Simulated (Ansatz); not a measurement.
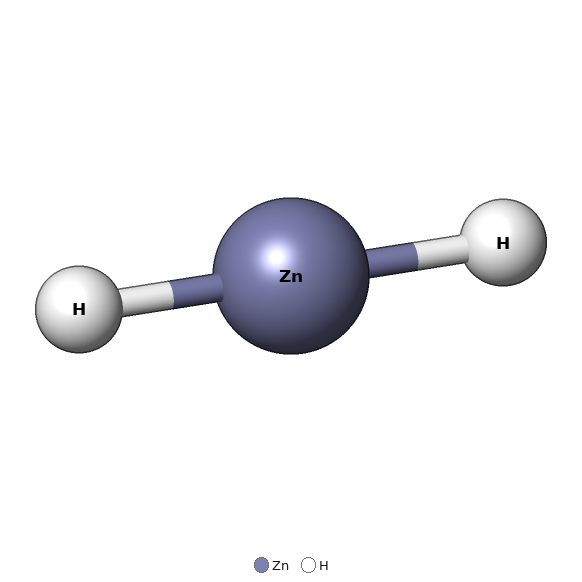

The species is neutral and a spin singlet. The geometry was computed by an optimisation with PBE0-D4/def2-TZVP.

### Describe the coordination sphere.

Zn binds 2 atoms: 2 H at 1.54 Å. The arrangement is linear.

### Give the formal oxidation state and the d-electron count.

Zn(II), d¹⁰, counting the ligands as closed-shell ions or neutral donors.
